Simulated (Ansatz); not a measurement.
# C2H6ClNSi (SMILES C=C[SiH](N)Cl) at 6 levels

Wanted: a comparison of 6 runs (HF/STO-3G, HF/3-21G, HF/def2-SVP, B3LYP/6-31G*, PBE0/6-311G**, PBE/def2-TZVP) of C2H6ClNSi. 

The results are computed with Ansatz 0.2.0.

3 further runs of the same task are left out: 2 for a known fault of the program, 1 set aside as unsound or not needed.

## (1) The structure to begin with

The species is C2H6ClNSi (11 atoms), meant as a singlet with charge 0. SMILES: `C=C[SiH](N)Cl`. The shape is that of a PBE0-D4/def2-TZVP optimisation. This is one conformer, not always the lowest.

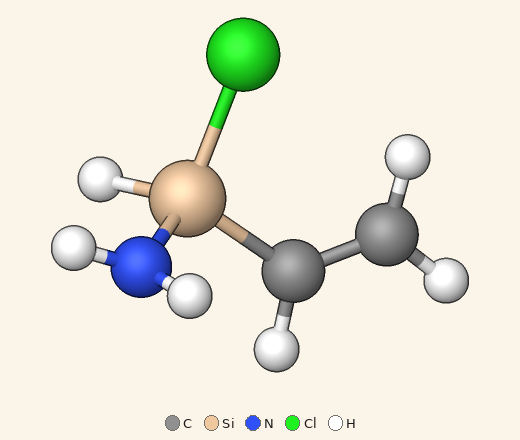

The structure, seen from a chosen angle (carbon grey, silicon light orange, nitrogen blue, chlorine green, hydrogen white).

## (2) Energy and forces at HF/STO-3G (run 1)

run.yaml reads:

```yaml
crystal:
  periodic: [false, false, false]
  atoms:
    - {symbol: C, position_ang: [-2.009100, -0.223800, 0.193800]}
    - {symbol: C, position_ang: [-0.763200, -0.607700, 0.453800]}
    - {symbol: Si, position_ang: [0.734800, 0.466000, 0.292000]}
    - {symbol: "N", position_ang: [1.868300, -0.317300, -0.709400]}
    - {symbol: Cl, position_ang: [0.104400, 2.319600, -0.400900]}
    - {symbol: H, position_ang: [-2.233700, 0.783700, -0.142800]}
    - {symbol: H, position_ang: [-2.853600, -0.897600, 0.307100]}
    - {symbol: H, position_ang: [-0.595000, -1.630400, 0.790600]}
    - {symbol: H, position_ang: [1.412600, 0.742400, 1.578700]}
    - {symbol: H, position_ang: [1.579200, -0.700400, -1.595600]}
    - {symbol: H, position_ang: [2.820800, 0.008500, -0.746800]}
basis:
  gaussian:
    orbitals: STO-3G
hamiltonian:
  xc: hf
accuracy: high
output:
  forces: true
  orbitals: {seedname: orbitals}
```

Command:

```sh
ansatz run run.yaml --threads 1 --pin off --max-ram 2610MiB --events-out events.jsonl --progress --plain --runs-dir runs
```

What it wrote (excerpt; [...] marks lines left out):

```text
Warning: RAYON_NUM_THREADS=1 ignored (pool sized by the plan → 1); use --threads N
Functional definition: HF
  name "HF"
[...]
822 factors; integrals over basis functions are off by at most 4.2e-9 eV
[...]
mean field -23735.65843369 eV, -872.2693588310 hartree, gradient 1.2e-8 eV, S^2 0.000000; 0 other end points of the search recorded, 0 dependent functions left out
[...]
reference -23735.65843369 eV, -872.2693588310 hartree; 28, 28 occupied and 11, 11 virtual orbitals, 822 factors
Total energy: -23735.65843369 eV, -872.2693588310 hartree
Atom 0 at    -2.009100    -0.223800     0.193800 Å, force     1.596805    -0.501425     0.345461 eV/Å
Atom 1 at    -0.763200    -0.607700     0.453800 Å, force    -1.487947     0.302234    -0.209166 eV/Å
Atom 2 at     0.734800     0.466000     0.292000 Å, force     0.857942    -0.568778     1.708249 eV/Å
Atom 3 at     1.868300    -0.317300    -0.709400 Å, force    -0.424679     0.079123     0.469623 eV/Å
Atom 4 at     0.104400     2.319600    -0.400900 Å, force    -0.094635     0.518059    -0.311851 eV/Å
Atom 5 at    -2.233700     0.783700    -0.142800 Å, force    -0.109121    -0.118076     0.018588 eV/Å
Atom 6 at    -2.853600    -0.897600     0.307100 Å, force     0.045872     0.145974    -0.041014 eV/Å
Atom 7 at    -0.595000    -1.630400     0.790600 Å, force    -0.014877     0.309771    -0.107696 eV/Å
Atom 8 at     1.412600     0.742400     1.578700 Å, force    -0.753346    -0.247594    -1.291552 eV/Å
Atom 9 at     1.579200    -0.700400    -1.595600 Å, force    -0.044981    -0.107766    -0.451892 eV/Å
Atom 10 at     2.820800     0.008500    -0.746800 Å, force     0.428968     0.188478    -0.128750 eV/Å
Dipole moment:     0.175556    -0.485627     0.038431 e Å
```

It took 0.94 s on 1 thread of Intel Xeon 6975P-C (Granite Rapids), shared host; peak memory 0.11 GiB.

## (3) Energy and gradient at HF/3-21G (run 2)

job.yaml reads:

```yaml
crystal:
  periodic: [false, false, false]
  atoms:
    - {symbol: C, position_ang: [-2.009100, -0.223800, 0.193800]}
    - {symbol: C, position_ang: [-0.763200, -0.607700, 0.453800]}
    - {symbol: Si, position_ang: [0.734800, 0.466000, 0.292000]}
    - {symbol: "N", position_ang: [1.868300, -0.317300, -0.709400]}
    - {symbol: Cl, position_ang: [0.104400, 2.319600, -0.400900]}
    - {symbol: H, position_ang: [-2.233700, 0.783700, -0.142800]}
    - {symbol: H, position_ang: [-2.853600, -0.897600, 0.307100]}
    - {symbol: H, position_ang: [-0.595000, -1.630400, 0.790600]}
    - {symbol: H, position_ang: [1.412600, 0.742400, 1.578700]}
    - {symbol: H, position_ang: [1.579200, -0.700400, -1.595600]}
    - {symbol: H, position_ang: [2.820800, 0.008500, -0.746800]}
basis:
  gaussian:
    orbitals: 3-21G.json
hamiltonian:
  xc: hf
accuracy: high
output:
  forces: true
  orbitals: {seedname: orbitals}
```

The basis set 3-21G is read from a file made from the Basis Set Exchange's data (not shown).

Command:

```sh
ansatz run job.yaml --threads 1 --pin off --max-ram 2610MiB --events-out events.jsonl --progress --plain --runs-dir runs
```

What it wrote (excerpt; [...] marks lines left out):

```text
Warning: RAYON_NUM_THREADS=1 ignored (pool sized by the plan → 1); use --threads N
[... 2 set-up lines as earlier in the session ...]
[...]
1562 factors; integrals over basis functions are off by at most 8.8e-9 eV
[...]
mean field -23883.46242359 eV, -877.7010552747 hartree, gradient 4.5e-8 eV, S^2 0.000000; 0 other end points of the search recorded, 0 dependent functions left out
[...]
reference -23883.46242359 eV, -877.7010552747 hartree; 28, 28 occupied and 37, 37 virtual orbitals, 1562 factors
Total energy: -23883.46242359 eV, -877.7010552747 hartree
Atom 0 at    -2.009100    -0.223800     0.193800 Å, force     0.110543    -0.041212     0.040191 eV/Å
Atom 1 at    -0.763200    -0.607700     0.453800 Å, force    -1.153671    -0.495432     0.091259 eV/Å
Atom 2 at     0.734800     0.466000     0.292000 Å, force     0.606424    -1.523421     1.578783 eV/Å
Atom 3 at     1.868300    -0.317300    -0.709400 Å, force     0.759453     0.248828    -1.167974 eV/Å
Atom 4 at     0.104400     2.319600    -0.400900 Å, force    -0.639307     1.995919    -0.762871 eV/Å
Atom 5 at    -2.233700     0.783700    -0.142800 Å, force     0.017005    -0.441973     0.139950 eV/Å
Atom 6 at    -2.853600    -0.897600     0.307100 Å, force     0.334045     0.298853    -0.062547 eV/Å
Atom 7 at    -0.595000    -1.630400     0.790600 Å, force     0.007954     0.415584    -0.138696 eV/Å
Atom 8 at     1.412600     0.742400     1.578700 Å, force    -0.072000     0.038074    -0.073565 eV/Å
Atom 9 at     1.579200    -0.700400    -1.595600 Å, force     0.083055    -0.213177     0.243560 eV/Å
Atom 10 at     2.820800     0.008500    -0.746800 Å, force    -0.053502    -0.282042     0.111911 eV/Å
Dipole moment:     0.104184    -0.560763    -0.089070 e Å
```

Wall time 1.5 s (1 thread of Intel Xeon 6975P-C (Granite Rapids), shared host); peak memory 0.18 GiB.

Runs 3 to 5 aren't shown in full; the table further down has their settings and results.

## (4) Energy and gradient at PBE/def2-TZVP (run 6)

in.yaml reads:

```yaml
basis:
  gaussian: {orbitals: def2-TZVP}
crystal:
  periodic: [false, false, false]
  atoms:
    - {symbol: C, position_ang: [-2.009100, -0.223800, 0.193800]}
    - {symbol: C, position_ang: [-0.763200, -0.607700, 0.453800]}
    - {symbol: Si, position_ang: [0.734800, 0.466000, 0.292000]}
    - {symbol: "N", position_ang: [1.868300, -0.317300, -0.709400]}
    - {symbol: Cl, position_ang: [0.104400, 2.319600, -0.400900]}
    - {symbol: H, position_ang: [-2.233700, 0.783700, -0.142800]}
    - {symbol: H, position_ang: [-2.853600, -0.897600, 0.307100]}
    - {symbol: H, position_ang: [-0.595000, -1.630400, 0.790600]}
    - {symbol: H, position_ang: [1.412600, 0.742400, 1.578700]}
    - {symbol: H, position_ang: [1.579200, -0.700400, -1.595600]}
    - {symbol: H, position_ang: [2.820800, 0.008500, -0.746800]}
total_charge: 0
hamiltonian: {xc: {name: PBE}}
accuracy: high
output: {forces: true, orbitals: {seedname: orbitals}}
```

Command:

```sh
ansatz run in.yaml --threads 1 --pin off --max-ram 2610MiB --events-out events.jsonl --progress --plain --runs-dir runs
```

What it wrote (excerpt; [...] marks lines left out):

```text
Warning: RAYON_NUM_THREADS=1 ignored (pool sized by the plan → 1); use --threads N
Functional definition: PBE
  name "PBE"
[...]
3672 factors; integrals over basis functions are off by at most 3.5e-8 eV
[...]
mean field -24051.99979437 eV, -883.8946894122 hartree, gradient 3.5e-8 eV, S^2 0.000000; 0 other end points of the search recorded, 0 dependent functions left out
[...]
reference -24051.99979843 eV, -883.8946895614 hartree; 28, 28 occupied and 175, 175 virtual orbitals, 3672 factors
Total energy: -24051.99979843 eV, -883.8946895614 hartree
Atom 0 at    -2.009100    -0.223800     0.193800 Å, force    -0.324091     0.064688    -0.051399 eV/Å
Atom 1 at    -0.763200    -0.607700     0.453800 Å, force     0.327559    -0.061273     0.063397 eV/Å
Atom 2 at     0.734800     0.466000     0.292000 Å, force    -0.079128     0.042654     0.128292 eV/Å
Atom 3 at     1.868300    -0.317300    -0.709400 Å, force     0.037171    -0.189649     0.131698 eV/Å
Atom 4 at     0.104400     2.319600    -0.400900 Å, force    -0.091527     0.301854    -0.089398 eV/Å
Atom 5 at    -2.233700     0.783700    -0.142800 Å, force    -0.069135     0.236499    -0.083105 eV/Å
Atom 6 at    -2.853600    -0.897600     0.307100 Å, force    -0.214726    -0.150727     0.021444 eV/Å
Atom 7 at    -0.595000    -1.630400     0.790600 Å, force     0.052790    -0.239688     0.081082 eV/Å
Atom 8 at     1.412600     0.742400     1.578700 Å, force     0.093228     0.021633     0.155622 eV/Å
Atom 9 at     1.579200    -0.700400    -1.595600 Å, force    -0.103221    -0.147080    -0.338593 eV/Å
Atom 10 at     2.820800     0.008500    -0.746800 Å, force     0.371080     0.121089    -0.019041 eV/Å
Dipole moment:     0.099867    -0.347104    -0.142759 e Å
```

Run time: 21 s. Hardware: 1 thread of Intel Xeon 6975P-C (Granite Rapids), shared host; peak memory 1 GiB.

## (5) Overview of the runs

```csv
run,level,energy (Eh),dipole moment (D),HOMO energy (eV),LUMO energy (eV),wall time
1,HF/STO-3G,-872.269359,2.49,-9.03,7.89,0.94 s
2,HF/3-21G,-877.701055,2.77,-10.73,3.58,1.5 s
3,HF/def2-SVP,-881.846675,1.88,-10.57,3.39,4.8 s
4,B3LYP/6-31G* (spherical functions),-884.316557,2.21,-7.36,-0.48,8.7 s
5,PBE0/6-311G**,-883.946817,2.19,-7.85,-0.64,11 s
6,PBE/def2-TZVP,-883.894690,1.87,-6.43,-1.69,21 s
```

## (6) Outcome

```
                       quantity          value
            run 6: total energy  -883.89469 Eh
           run 6: dipole moment         1.87 D
             run 6: HOMO energy       -6.43 eV
             run 6: LUMO energy       -1.69 eV
           run 6: HOMO–LUMO gap        4.74 eV
run 6: largest force on an atom     0.391 eV/Å
```

The dipole moment (its size) runs from 1.87 D (PBE/def2-TZVP) to 2.77 D (HF/3-21G). The two ends differ in method and basis. The HOMO–LUMO gap runs from 4.74 eV (PBE/def2-TZVP) to 16.92 eV (HF/STO-3G). Totals of different functionals can't be ranked against each other. In run 1 the basis is minimal, so the values are rough. All runs together took 48 s, the longest 21 s.
